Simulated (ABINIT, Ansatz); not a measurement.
# KCaF3 (Pm-3m): G0W0 with ABINIT, start to end, part 2 of 3

Aim: the G0W0 gap of KCaF3 (Pm-3m) on PBEsol, step by step.

ABINIT 10.8.3; PBEsol and many-body steps on it, plane waves. Known limits of the many-body steps: not at the basis limit; coarse k mesh.

So far. Step 2 (Ground state): The gap is indirect, with the least direct gap 0.18 eV higher.

## (3) Bands along the symmetry lines

Level of this step: DFT, PBEsol, plane waves, norm-conserving pseudopotentials (ABINIT).

The cheap functional maps the bands first; the places of the edges decide which points the dearer methods must see.

Input file run.abi:

```
acell 3*1.0 Angstrom
rprim 
  4.481726000000 0.000000000000 0.000000000000
  0.000000000000 4.481726000000 0.000000000000
  0.000000000000 0.000000000000 4.481726000000
ntypat 3
znucl 19 20 9
natom 5
typat 1 2 3 3 3
xred 
  0.500000000000 0.500000000000 0.500000000000
  0.000000000000 0.000000000000 0.000000000000
  0.000000000000 0.500000000000 0.000000000000
  0.000000000000 0.000000000000 0.500000000000
  0.500000000000 0.000000000000 0.000000000000
pp_dirpath "pseudos"
pseudos "K.upf, Ca.upf, F.upf"
ecut 36
iscf -2
irdden 1
kptopt 0
nkpt 50
kpt 
  0.00000000 0.00000000 0.00000000
  0.00000000 0.06250000 0.00000000
  0.00000000 0.12500000 0.00000000
  0.00000000 0.18750000 0.00000000
  0.00000000 0.25000000 0.00000000
  0.00000000 0.31250000 0.00000000
  0.00000000 0.37500000 0.00000000
  0.00000000 0.43750000 0.00000000
  0.00000000 0.50000000 0.00000000
  0.06250000 0.50000000 0.00000000
  0.12500000 0.50000000 0.00000000
  0.18750000 0.50000000 0.00000000
  0.25000000 0.50000000 0.00000000
  0.31250000 0.50000000 0.00000000
  0.37500000 0.50000000 0.00000000
  0.43750000 0.50000000 0.00000000
  0.50000000 0.50000000 0.00000000
  0.43750000 0.43750000 0.00000000
  0.37500000 0.37500000 0.00000000
  0.31250000 0.31250000 0.00000000
  0.25000000 0.25000000 0.00000000
  0.18750000 0.18750000 0.00000000
  0.12500000 0.12500000 0.00000000
  0.06250000 0.06250000 0.00000000
  0.00000000 0.00000000 0.00000000
  0.06250000 0.06250000 0.06250000
  0.12500000 0.12500000 0.12500000
  0.18750000 0.18750000 0.18750000
  0.25000000 0.25000000 0.25000000
  0.31250000 0.31250000 0.31250000
  0.37500000 0.37500000 0.37500000
  0.43750000 0.43750000 0.43750000
  0.50000000 0.50000000 0.50000000
  0.43750000 0.50000000 0.43750000
  0.37500000 0.50000000 0.37500000
  0.31250000 0.50000000 0.31250000
  0.25000000 0.50000000 0.25000000
  0.18750000 0.50000000 0.18750000
  0.12500000 0.50000000 0.12500000
  0.06250000 0.50000000 0.06250000
  0.00000000 0.50000000 0.00000000
  0.50000000 0.50000000 0.50000000
  0.50000000 0.50000000 0.43750000
  0.50000000 0.50000000 0.37500000
  0.50000000 0.50000000 0.31250000
  0.50000000 0.50000000 0.25000000
  0.50000000 0.50000000 0.18750000
  0.50000000 0.50000000 0.12500000
  0.50000000 0.50000000 0.06250000
  0.50000000 0.50000000 0.00000000
istwfk *1
nband 27
nbdbuf 2
tolwfr 1e-08
nstep 40
prtwf 0
prtvol 0
indata_prefix "in"
outdata_prefix "out"
tmpdata_prefix "tmp"
```

On the command line:

```console
$ OMP_NUM_THREADS=1 mpirun -n 4 abinit run.abi > log
```

Numbers of over 12 decimals in the logs are rounded to 6 here.

Log:

```text
.Version 10.8.3 of ABINIT. v10.8.2 released Aug 2026.

 Symmetries : space group Pm -3 m (#221); Bravais cP (primitive cubic)
[... echo of the input left out ...]
== DATASET  1 ==================================================================
-   mpi_nproc: 4, omp_nthreads: 1 (-1 if OMP is not activated)

--- !DatasetInfo
iteration_state: {dtset: 1, }
dimensions: {natom: 5, nkpt: 50, mband: 27, nsppol: 1, nspinor: 1, nspden: 1, mpw: 6302, }
cutoff_energies: {ecut:  36.0, pawecutdg:  -1.0, }
electrons: {nelect:   4.00000000E+01, charge:   0.00000000E+00, occopt:   1.00000000E+00, tsmear:   1.00000000E-02, }

 Real(R)+Recip(G) space primitive vectors, cartesian coordinates (Bohr,Bohr^-1):
 R(1)=  8.4692347  0.0000000  0.0000000  G(1)=  0.1180744  0.0000000  0.0000000
 R(2)=  0.0000000  8.4692347  0.0000000  G(2)=  0.0000000  0.1180744  0.0000000
 R(3)=  0.0000000  0.0000000  8.4692347  G(3)=  0.0000000  0.0000000  0.1180744
 Unit cell volume ucvol=  6.0748073E+02 bohr^3
 Angles (23,13,12)=  9.00000000E+01  9.00000000E+01  9.00000000E+01 degrees

 getcut: wavevector=  0.0000  0.0000  0.0000  ngfft=  48  48  48
         ecut(hartree)=     36.000   => boxcut(ratio)=   2.09836

--- Pseudopotential description ------------------------------------------------
- K Generated using ONCVPSP code by D. R. Hamann
- 19.00000   9.00000  180301                  znucl, zion, pspdat
12 -116133 2 -1 2250                          pspcod,pspxc,lmax,lloc,mmax
     nproj     2     2     2
  pspatm : epsatm=    8.32504554
         --- l  ekb(1:nproj) -->
             0   10.921326    0.816676
             1    4.431000    0.560368
             2   -3.384038   -1.043186
 pspatm: atomic psp has been read  and splines computed

- Ca Generated using ONCVPSP code by D. R. Hamann
- 20.00000  10.00000  180301                  znucl, zion, pspdat
12 -116133 2 -1 1746                          pspcod,pspxc,lmax,lloc,mmax
     nproj     2     2     2
  pspatm : epsatm=   12.46101000
         --- l  ekb(1:nproj) -->
[...]
pspatm: atomic psp has been read  and splines computed

- F Generated using ONCVPSP code by D. R. Hamann
-  9.00000   7.00000  180301                  znucl, zion, pspdat
12 -116133 2 -1 832                           pspcod,pspxc,lmax,lloc,mmax
     nproj     2     2     1
  pspatm : epsatm=    4.89824381
         --- l  ekb(1:nproj) -->
[...]
2   -2.394754
 pspatm: atomic psp has been read  and splines computed

--------------------------------------------------------------------------------

================================================================================
 prteigrs : about to open file out_EIG
 Non-SCF case, kpt    1 (  0.00000  0.00000  0.00000), residuals and eigenvalues=
  6.98E-09  7.57E-09  6.46E-09  6.54E-09  7.30E-09  3.59E-09  4.40E-09  9.43E-09
[...]
Non-SCF case, kpt   49 (  0.50000  0.50000  0.06250), residuals and eigenvalues=
[...]
Non-SCF case, kpt   50 (  0.50000  0.50000  0.00000), residuals and eigenvalues=
[...]
-6.9368E-02 -6.5342E-02 -4.1394E-02 -4.1394E-02 -3.7372E-02 -3.7372E-02
 -3.4874E-02 -1.6964E-02  3.1779E-01  3.2883E-01  3.2883E-01  3.2952E-01
[...]
--- !ResultsGS
iteration_state: {dtset: 1, }
comment   : Summary of ground state results
lattice_vectors:
- [  8.4692347,   0.0000000,   0.0000000, ]
- [  0.0000000,   8.4692347,   0.0000000, ]
- [  0.0000000,   0.0000000,   8.4692347, ]
lattice_lengths: [   8.46923,    8.46923,    8.46923, ]
lattice_angles: [ 90.000,  90.000,  90.000, ] # degrees, (23, 13, 12)
lattice_volume:   6.0748073E+02
convergence: {deltae:  0.000E+00, res2:  0.000E+00, residm:  9.998E-09, diffor:  0.000E+00, }
etotal    :  -1.42689375E+02
entropy   :   0.00000000E+00
fermie    :  -1.66183916E-02
cartesian_stress_tensor: null
pressure_GPa: null
xred      :
- [  5.0000E-01,   5.0000E-01,   5.0000E-01,  K]
- [  0.0000E+00,   0.0000E+00,   0.0000E+00, Ca]
- [  0.0000E+00,   5.0000E-01,   0.0000E+00,  F]
- [  0.0000E+00,   0.0000E+00,   5.0000E-01,  F]
- [  5.0000E-01,   0.0000E+00,   0.0000E+00,  F]
cartesian_forces: null
force_length_stats: {min: null, max: null, mean: null, }

 Integrated electronic density in atomic spheres:
 ------------------------------------------------
 Atom  Sphere_radius  Integrated_density
[...]
================================================================================

 ----iterations are completed or convergence reached----

 Mean square residual over all n,k,spin=   61.275E-10; max=  99.977E-10
 reduced coordinates (array xred) for    5 atoms
[...]
cartesian coordinates (angstrom) at end:
    1      2.240863     2.240863     2.240863
    2      0.000000     0.000000     0.000000
    3      0.000000     2.240863     0.000000
    4      0.000000     0.000000     2.240863
    5      2.240863     0.000000     0.000000
 length scales=  1.889726125908  1.889726125908  1.889726125908 bohr
              =  1.000000000000  1.000000000000  1.000000000000 angstroms
 prteigrs : about to open file out_EIG
 Eigenvalues (hartree) for nkpt=  50  k points:
 kpt#   1, nband= 27, wtk=  1.00000, kpt=  0.0000  0.0000  0.0000 (reduced coord)
[...]
kpt#   2, nband= 27, wtk=  1.00000, kpt=  0.0000  0.0625  0.0000 (reduced coord)
[...]
kpt#   3, nband= 27, wtk=  1.00000, kpt=  0.0000  0.1250  0.0000 (reduced coord)
[...]
kpt#  49, nband= 27, wtk=  1.00000, kpt=  0.5000  0.5000  0.0625 (reduced coord)
[...]
0.36617    0.36617    0.38790
 kpt#  50, nband= 27, wtk=  1.00000, kpt=  0.5000  0.5000  0.0000 (reduced coord)
[...]
-0.38678   -0.38678   -0.38482   -0.07629   -0.06937   -0.06534   -0.04139   -0.04139
  -0.03737   -0.03737   -0.03487   -0.01696    0.31779    0.32883    0.32883    0.32952
   0.36703    0.36703    0.38710

== END DATASET(S) ==============================================================
================================================================================

 -outvars: echo values of variables after computation  --------
            nband          27
             nkpt          50
          spgroup         221
 [... the other variables as echoed above ...]

 Calculation completed.
```

It took 54 s on 4 MPI ranks of Arm Neoverse V2, shared host; peak memory 0.4 GiB.

This step gave:

```
gap                        : 6.057 eV
k of the valence top       : 0.5, 0.5, 0.5
k of the conduction bottom : 0, 0, 0
least direct gap           : 6.237 eV
```

The gap is 6.057 eV, as in the run before at this level.

The electronic bands at the labelled points (eV, zero at the top of the highest filled band):

| point | band 17 | band 18 | band 19 | band 20 | band 21 | band 22 | band 23 | band 24 |
| --- | --- | --- | --- | --- | --- | --- | --- | --- |
| Γ | -0.38 | -0.18 | -0.18 | -0.18 | 6.06 | 8.83 | 8.83 | 8.83 |
| X | -0.62 | -0.50 | -0.25 | -0.25 | 8.14 | 8.72 | 9.18 | 9.61 |
| M | -0.56 | -0.56 | -0.50 | -0.01 | 9.10 | 9.40 | 9.40 | 9.42 |
| Γ | -0.38 | -0.18 | -0.18 | -0.18 | 6.06 | 8.83 | 8.83 | 8.83 |
| R | -1.26 | 0.00 | 0.00 | 0.00 | 9.66 | 9.66 | 9.66 | 9.97 |
| X | -0.62 | -0.50 | -0.25 | -0.25 | 8.14 | 8.72 | 9.18 | 9.61 |
| jump to R | -1.26 | 0.00 | 0.00 | 0.00 | 9.66 | 9.66 | 9.66 | 9.97 |
| M | -0.56 | -0.56 | -0.50 | -0.01 | 9.10 | 9.40 | 9.40 | 9.42 |

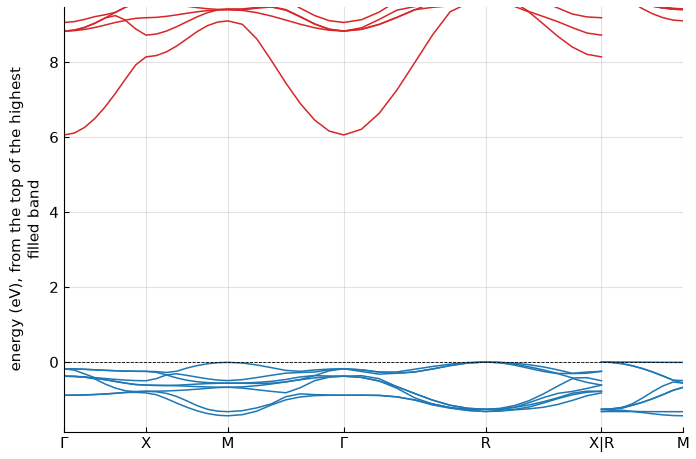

Electronic bands along the path; lines of filled and empty bands in two colours.

## (4) Empty states on the mesh, 2×2×2 mesh, 182 bands

The sums over transitions need many empty states on a uniform mesh; this step solves for them.

Input file run.abi:

```
acell 3*1.0 Angstrom
rprim 
  4.481726000000 0.000000000000 0.000000000000
  0.000000000000 4.481726000000 0.000000000000
  0.000000000000 0.000000000000 4.481726000000
ntypat 3
znucl 19 20 9
natom 5
typat 1 2 3 3 3
xred 
  0.500000000000 0.500000000000 0.500000000000
  0.000000000000 0.000000000000 0.000000000000
  0.000000000000 0.500000000000 0.000000000000
  0.000000000000 0.000000000000 0.500000000000
  0.500000000000 0.000000000000 0.000000000000
pp_dirpath "pseudos"
pseudos "K.upf, Ca.upf, F.upf"
ecut 36
ngkpt 2 2 2
nshiftk 1
shiftk 0 0 0
kptopt 1
chksymbreak 0
iscf -2
irdden 1
istwfk *1
nband 182
nbdbuf 16
tolwfr 1e-09
nstep 60
prtvol 0
indata_prefix "in"
outdata_prefix "out"
tmpdata_prefix "tmp"
```

Log:

```text
.Version 10.8.3 of ABINIT. v10.8.2 released Aug 2026.

 Symmetries : space group Pm -3 m (#221); Bravais cP (primitive cubic)
[... echo of the input left out ...]
== DATASET  1 ==================================================================
-   mpi_nproc: 4, omp_nthreads: 1 (-1 if OMP is not activated)

--- !DatasetInfo
iteration_state: {dtset: 1, }
dimensions: {natom: 5, nkpt: 4, mband: 182, nsppol: 1, nspinor: 1, nspden: 1, mpw: 6302, }
cutoff_energies: {ecut:  36.0, pawecutdg:  -1.0, }
electrons: {nelect:   4.00000000E+01, charge:   0.00000000E+00, occopt:   1.00000000E+00, tsmear:   1.00000000E-02, }

 Real(R)+Recip(G) space primitive vectors, cartesian coordinates (Bohr,Bohr^-1):
 R(1)=  8.4692347  0.0000000  0.0000000  G(1)=  0.1180744  0.0000000  0.0000000
 R(2)=  0.0000000  8.4692347  0.0000000  G(2)=  0.0000000  0.1180744  0.0000000
 R(3)=  0.0000000  0.0000000  8.4692347  G(3)=  0.0000000  0.0000000  0.1180744
 Unit cell volume ucvol=  6.0748073E+02 bohr^3
 Angles (23,13,12)=  9.00000000E+01  9.00000000E+01  9.00000000E+01 degrees

 getcut: wavevector=  0.0000  0.0000  0.0000  ngfft=  48  48  48
         ecut(hartree)=     36.000   => boxcut(ratio)=   2.09836

--- Pseudopotential description ------------------------------------------------
- K Generated using ONCVPSP code by D. R. Hamann
- 19.00000   9.00000  180301                  znucl, zion, pspdat
12 -116133 2 -1 2250                          pspcod,pspxc,lmax,lloc,mmax
     nproj     2     2     2
  pspatm : epsatm=    8.32504554
         --- l  ekb(1:nproj) -->
             0   10.921326    0.816676
             1    4.431000    0.560368
             2   -3.384038   -1.043186
 pspatm: atomic psp has been read  and splines computed

- Ca Generated using ONCVPSP code by D. R. Hamann
- 20.00000  10.00000  180301                  znucl, zion, pspdat
12 -116133 2 -1 1746                          pspcod,pspxc,lmax,lloc,mmax
     nproj     2     2     2
  pspatm : epsatm=   12.46101000
         --- l  ekb(1:nproj) -->
[...]
pspatm: atomic psp has been read  and splines computed

- F Generated using ONCVPSP code by D. R. Hamann
-  9.00000   7.00000  180301                  znucl, zion, pspdat
12 -116133 2 -1 832                           pspcod,pspxc,lmax,lloc,mmax
     nproj     2     2     1
  pspatm : epsatm=    4.89824381
         --- l  ekb(1:nproj) -->
[...]
2   -2.394754
 pspatm: atomic psp has been read  and splines computed

--------------------------------------------------------------------------------

================================================================================
 prteigrs : about to open file out_EIG
 Non-SCF case, kpt    1 (  0.00000  0.00000  0.00000), residuals and eigenvalues=
  1.11E-10  8.21E-11  7.14E-11  1.07E-10  9.29E-10  9.47E-11  1.10E-10  2.14E-10
  1.17E-10  1.76E-10  5.76E-10  1.10E-10  1.64E-10  1.68E-10  7.70E-11  1.34E-10
  1.44E-10  9.76E-11  9.49E-11  1.63E-10  6.84E-10  6.54E-11  5.81E-11  9.90E-11
[...]
3.20E-06  1.75E-05  1.30E-04  3.53E-04  2.07E-05  7.36E-05
 -1.3145E+00 -9.9116E-01 -7.1564E-01 -7.1158E-01 -7.1158E-01 -6.2465E-01
 -6.2465E-01 -6.2465E-01 -3.8548E-01 -3.8548E-01 -3.8548E-01 -4.9199E-02
[...]
2.8815E+00  2.8815E+00  2.8815E+00  2.9297E+00  2.9302E+00  2.9313E+00
  2.9462E+00  2.9485E+00
 prteigrs : prtvol=0 or 1, do not print more k-points.

--- !ResultsGS
iteration_state: {dtset: 1, }
comment   : Summary of ground state results
lattice_vectors:
- [  8.4692347,   0.0000000,   0.0000000, ]
- [  0.0000000,   8.4692347,   0.0000000, ]
- [  0.0000000,   0.0000000,   8.4692347, ]
lattice_lengths: [   8.46923,    8.46923,    8.46923, ]
lattice_angles: [ 90.000,  90.000,  90.000, ] # degrees, (23, 13, 12)
lattice_volume:   6.0748073E+02
convergence: {deltae:  0.000E+00, res2:  0.000E+00, residm:  9.920E-10, diffor:  0.000E+00, }
etotal    :  -1.42689375E+02
entropy   :   0.00000000E+00
fermie    :  -1.66183916E-02
cartesian_stress_tensor: null
pressure_GPa: null
xred      :
- [  5.0000E-01,   5.0000E-01,   5.0000E-01,  K]
- [  0.0000E+00,   0.0000E+00,   0.0000E+00, Ca]
- [  0.0000E+00,   5.0000E-01,   0.0000E+00,  F]
- [  0.0000E+00,   0.0000E+00,   5.0000E-01,  F]
- [  5.0000E-01,   0.0000E+00,   0.0000E+00,  F]
cartesian_forces: null
force_length_stats: {min: null, max: null, mean: null, }

 Integrated electronic density in atomic spheres:
 ------------------------------------------------
 Atom  Sphere_radius  Integrated_density
[...]
================================================================================

 ----iterations are completed or convergence reached----

 Mean square residual over all n,k,spin=   31.389E-11; max=  99.203E-11
 reduced coordinates (array xred) for    5 atoms
[...]
0.000000000000      0.000000000000      0.500000000000
       0.500000000000      0.000000000000      0.000000000000

 cartesian coordinates (angstrom) at end:
    1      2.240863     2.240863     2.240863
    2      0.000000     0.000000     0.000000
    3      0.000000     2.240863     0.000000
    4      0.000000     0.000000     2.240863
    5      2.240863     0.000000     0.000000
 length scales=  1.889726125908  1.889726125908  1.889726125908 bohr
              =  1.000000000000  1.000000000000  1.000000000000 angstroms
 prteigrs : about to open file out_EIG
 Eigenvalues (hartree) for nkpt=   4  k points:
 kpt#   1, nband=182, wtk=  0.12500, kpt=  0.0000  0.0000  0.0000 (reduced coord)
[...]
2.74807    2.74807    2.75895    2.75895    2.75895    2.79274    2.79274    2.79274
   2.83950    2.83950    2.83950    2.84576    2.86406    2.86407    2.88153    2.88153
   2.88153    2.92974    2.93017    2.93131    2.94617    2.94845
 prteigrs : prtvol=0 or 1, do not print more k-points.

== END DATASET(S) ==============================================================
================================================================================

 -outvars: echo values of variables after computation  --------
            nband         182
             nkpt           4
          spgroup         221
 [... the other variables as echoed above ...]

 Calculation completed.
```

Elapsed: 45 s, on 4 MPI ranks; peak memory 0.4 GiB; 3 min of CPU time.

This step gave:

```
gap                                                           : 6.057 eV
k of the valence top                                          : 0.5, 0.5, 0.5
k of the conduction bottom                                    : 0, 0, 0
least direct gap                                              : 6.237 eV
k points computed                                             : 4
lowest point of the top converged band, above the valence top : 75.9048 eV
```

On this mesh the gap is 6.057 eV.

## (5) Screening, 2×2×2 mesh, 166 bands, screening to 176.9 eV

The RPA dielectric matrix is built and inverted for each q.

This step: RPA screening on PBEsol, plane waves, norm-conserving pseudopotentials.

run.abi, as its differences from that of step 4:

```diff
@@ -23,10 +23,11 @@
 chksymbreak 0
-iscf -2
-irdden 1
 istwfk *1
-nband 182
-nbdbuf 16
-tolwfr 1e-09
-nstep 60
-prtvol 0
+occopt 1
+irdwfk 1
+optdriver 3
+nband 166
+ecuteps 6.5
+inclvkb 2
+awtr 1
+symchi 1
 indata_prefix "in"
```

Log:

```text
.Version 10.8.3 of ABINIT. v10.8.2 released Aug 2026.

 Symmetries : space group Pm -3 m (#221); Bravais cP (primitive cubic)
[... echo of the input left out ...]
== DATASET  1 ==================================================================
-   mpi_nproc: 4, omp_nthreads: 1 (-1 if OMP is not activated)

--- !DatasetInfo
iteration_state: {dtset: 1, }
dimensions: {natom: 5, nkpt: 4, mband: 166, nsppol: 1, nspinor: 1, nspden: 1, mpw: 6302, }
cutoff_energies: {ecut:  36.0, pawecutdg:  -1.0, }
electrons: {nelect:   4.00000000E+01, charge:   0.00000000E+00, occopt:   1.00000000E+00, tsmear:   1.00000000E-02, }

 SCREENING: Calculation of the susceptibility and dielectric matrices

 Based on a program developped by R.W. Godby, V. Olevano, G. Onida, and L. Reining.
 Incorporated in ABINIT by V. Olevano, G.-M. Rignanese, and M. Torrent.
.Using double precision arithmetic ; gwpc =  8

[... cell and pseudopotentials left out ...]
--------------------------------------------------------------------------------

 ==== K-mesh for the wavefunctions ====
 Number of points in the irreducible wedge :     4
[... list of points left out ...]
 Together with 48 symmetry operations and time-reversal symmetry
 yields     8 points in the full Brillouin Zone.

 ==== Q-mesh for the screening function ====
 Number of points in the irreducible wedge :     4
[... list of points left out ...]
 Together with 48 symmetry operations and time-reversal symmetry
 yields     8 points in the full Brillouin Zone.

 setmesh: FFT mesh size selected  =    36x   36x   36
          total number of points  =        46656

 vcoul_init : cutoff-mode = AUXILIARY_FUNCTION
 q-points for optical limit:   1
     1)      0.000010    0.000020    0.000030

- screening: taking advantage of time-reversal symmetry
- Maximum band index for partially occupied states nbvw = 20
- Remaining bands to be divided among processors   nbcw = 146
- Number of bands treated by each node ~36

 Number of electrons calculated from density =   40.0000; Expected =   40.0000
 average of density, n =  0.065846
 r_s =    1.5362
 omega_plasma =   24.7525 [eV]

 calculating chi0 at frequencies [eV] :
  1    0.000000E+00    0.000000E+00
  2    0.000000E+00    2.475252E+01

--------------------------------------------------------------------------------
  q-point number  1        q = ( 0.000000, 0.000000, 0.000000) [r.l.u.]
--------------------------------------------------------------------------------
[... chi0 elements left out ...]
 For q-point:  0.000010 0.000020 0.000030
  dielectric constant =   2.0103
  dielectric constant without local fields =   2.1880

  Average fulfillment of the sum rule on Im[epsilon] for q-point    1 :     59.20  [%]
[... wings left out ...]
  q-point number  2        q = ( 0.500000, 0.000000, 0.000000) [r.l.u.]
--------------------------------------------------------------------------------
[... chi0 elements left out ...]
  Average fulfillment of the sum rule on Im[epsilon] for q-point    2 :     64.50  [%]

 [... 2 further q-points ...]
```

It took 32 s on 4 MPI ranks; peak memory 1.2 GiB.

This step gave:

* ε∞ with local fields, on this mesh, along the program's q direction: 2.010
* the same without local fields: 2.188
* plasma frequency: 24.75 eV
* plane waves in the screening matrix: 461

Local fields lower ε∞ by 8 %. On a Γ-centred mesh this coarse the value itself is usually too large, while a short band sum pulls it down.

(Part 2 of 3 ends here.)

[Paths, hosts, dates, memory and timing lines, banners, echoed tables and standing remarks are left out of the program output.]

[Logs are printed without paths, hosts, clocks, repeated set-up lines and the standing remarks that a program may print on its own settings, such as how far it seeks lower states.]

[Runs of the session that timed out or met a known fault of the program may be left out.]

[Hosts, paths, dates, database ids (printed as entryN), source tags and the programs' standing remarks are cut or masked in the printed files.]

[G0W0 gaps are taken among the corrected bands and points alone; a level outside them can change the order at an edge.]

[Where Ansatz stands beside ABINIT at settings called matched, ABINIT's density can come from a denser mesh and the files from another edition; pairs whose starting gaps differed by over 0.03 eV were left out, so agreement reads better than it is.]
